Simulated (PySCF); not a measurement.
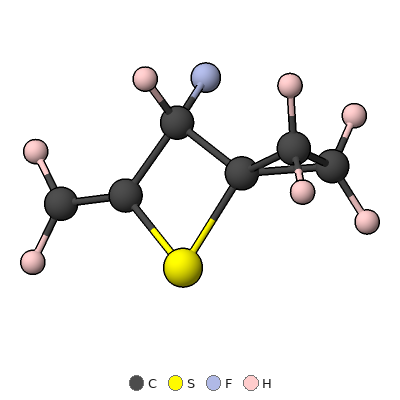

The molecule: C₆H₇FS, SMILES C=C1SC2(CC2)[C@H]1F.

Vertical TDDFT excitations, CAM-B3LYP/def2-SVPD, PySCF 2.14.0, at a GFN2-xTB geometry (no frequency check), gas phase.

### Where does it absorb, and how strongly?

The lowest singlet lies at 4.40 eV (282 nm, f = 0.000); the brightest of the first 8 is S2 at 5.32 eV (233 nm), f = 0.149, mainly HOMO → LUMO (90 %). No singlet lies below 3.1 eV (beyond 400 nm), so at this level no vertical transition falls in the visible.


```tsv
state	E (eV)	λ (nm)	f	main character
S1	4.40	282	0.000	HOMO → LUMO+1 (85 %)
S2	5.32	233	0.149	HOMO → LUMO (90 %)
S3	6.12	203	0.015	HOMO → LUMO+2 (82 %)
S4	6.61	188	0.009	HOMO → LUMO+3 (56 %)
S5	6.96	178	0.007	HOMO → LUMO+4 (63 %)
S6	7.08	175	0.027	HOMO → LUMO+5 (60 %)
S7	7.14	174	0.006	HOMO → LUMO+6 (20 %)
S8	7.20	172	0.008	HOMO−2 → LUMO (39 %)
```

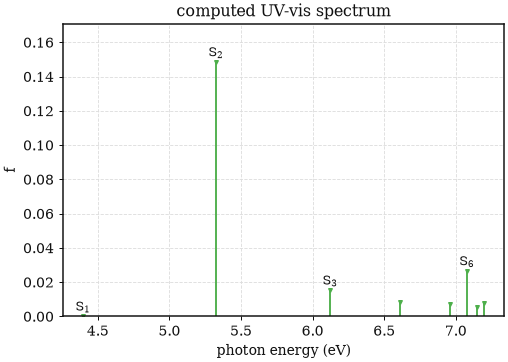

The lowest 8 singlet states are shown.

Known limits of this run: the tight-binding geometry is rougher than a DFT one and adds to the error; core orbitals are frozen in the response.
